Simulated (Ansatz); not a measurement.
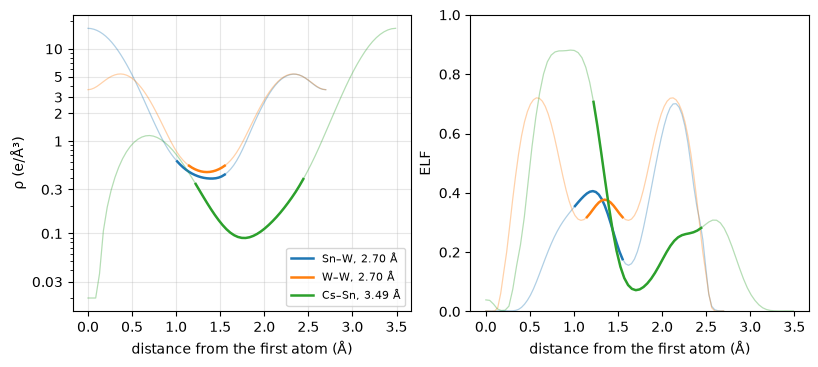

*Cs2SnW3. Valence pseudo-density and ELF along straight lines between neighbouring atoms. Thin, pale parts lie inside the atomic spheres.*

Space group P6/mmm; a generated structure, not necessarily the stable one.

These are results of DFT PBE, scalar-relativistic, plane waves, PAW in Ansatz 0.2.0, not measurements.

Core electrons are frozen (PAW), and the valence fields are smoothed inside the atomic spheres.

> What can be read from the curves?

Sn–W (2.70 Å): ρ is about 0.4 e/Å³ halfway; the ELF is about 0.35 at the midpoint.
W–W (2.70 Å): the density is about 0.46 e/Å³ at the midpoint; the ELF is about 0.40 at the midpoint.
Cs–Sn (3.49 Å): ρ at the midpoint is about 0.09 e/Å³; the ELF is about 0.05 at the midpoint (no shared electron pair shows on this line).
